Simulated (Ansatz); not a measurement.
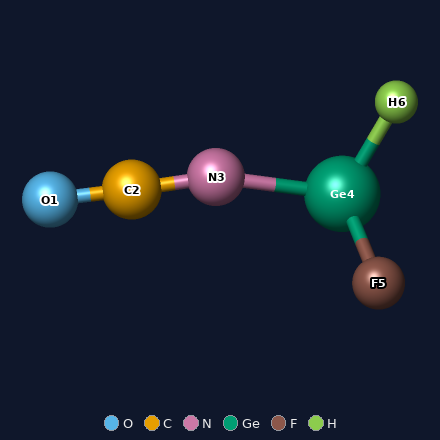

The system is CHFGeNO, SMILES O=C=[N][GeH][F], spin multiplicity 2; the picture shows the reference structure. First axis: angle C2–N3–Ge4. Second axis: dihedral C2–N3–Ge4–F5. Nothing is relaxed (all other coordinates rigid). The grid has 15 × 15 points. Points are written as (first, second). All energies are given in cm⁻¹ relative to the lowest grid point. Method: UHF/def2-SVP in Ansatz 0.2.0.

Its coordinates:

```xyz
6

O    -0.1028   -1.7312   -2.2389
C    -0.1551   -0.9998   -1.3592
N    -0.2378   -0.2537   -0.4433
Ge    0.0954    1.0999    0.7054
F     1.5013    0.6220    1.5809
H    -1.0590    1.1986    1.7089
```

Range: angle C2–N3–Ge4 from 127.0 to 179.0°; dihedral C2–N3–Ge4–F5 from −180 to 156°.

**What will the energy surface look like?**

The lowest grid point is at (160.4°, −60°). It is the only kind of minimum in the scanned range. The highest grid point, (127.0°, 84°), lies 1738 cm⁻¹ above the lowest. Round the minimum the valley is somewhat tilted: raising angle C2–N3–Ge4 shifts the best value of dihedral C2–N3–Ge4–F5 downwards (coupling k₁₂/√(k₁₁k₂₂) about 0.2).

```tsv
dihedral C2–N3–Ge4–F5 ↓, angle C2–N3–Ge4 →	127.0	130.7	134.4	138.1	141.9	145.6	149.3	153.0	156.7	160.4	164.1	167.9	171.6	175.3	179.0
156	1589	1295	1052	853	687	556	451	368	302	251	210	179	155	137	124
132	1660	1374	1137	940	774	640	531	441	367	307	256	214	179	150	125
108	1720	1437	1200	1003	834	697	583	488	408	341	284	234	191	155	124
84	1738	1452	1213	1013	843	705	589	493	412	343	285	233	190	153	121
60	1663	1377	1140	943	777	645	536	445	371	308	256	211	174	142	116
36	1483	1205	978	794	642	523	428	351	291	242	203	171	146	126	110
12	1268	999	784	613	477	374	295	236	192	160	137	121	111	106	105
−12	1111	844	633	469	341	247	179	132	101	82	74	73	78	87	101
−36	1066	791	573	404	272	177	110	65	39	27	26	35	51	73	99
−60	1114	826	594	412	268	164	90	41	12	0	2	15	36	64	98
−84	1198	899	656	462	307	192	109	52	17	1	0	12	34	64	101
−108	1288	982	731	530	366	244	153	89	48	25	19	26	44	71	105
−132	1374	1064	809	603	435	308	212	143	96	67	54	55	65	84	110
−156	1449	1140	886	679	511	382	283	209	157	122	102	93	93	102	115
−180	1519	1215	965	762	594	465	364	286	228	186	156	136	125	120	120
```

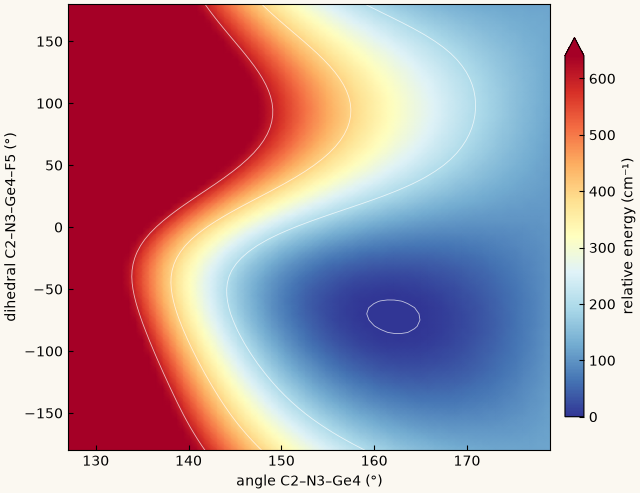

Drawn: a smooth colour map with a few white contour lines, one colour for all values above the top of the scale. Between grid points the surface is interpolated.

The whole map (225 points run) took 12 min on 1 thread of Arm Neoverse V2, on a shared host.
